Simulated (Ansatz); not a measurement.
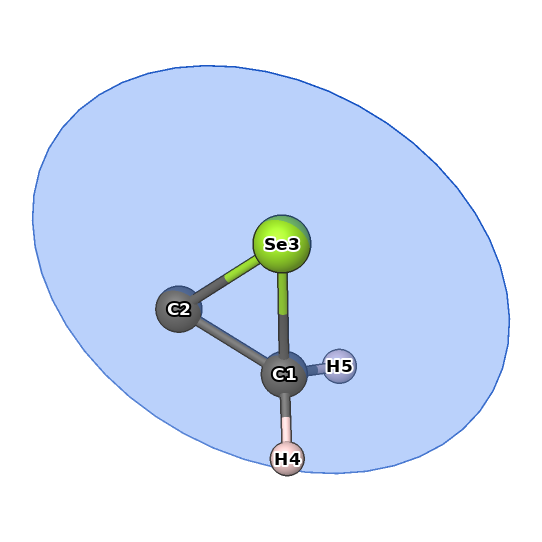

A disc through the centre of mass is drawn in. Atoms fade into the background with distance from the viewer. The computed structure is the end point of a PBE-D4/def2-SVP optimisation. No frequency run is at hand to confirm it as a minimum.

Question: Is the plane of the disc a mirror plane of the structure?

Answer: Yes. The reflection leaves C1, C2, Se3 in place and moves H4 ↔ H5. The point group is Cs.
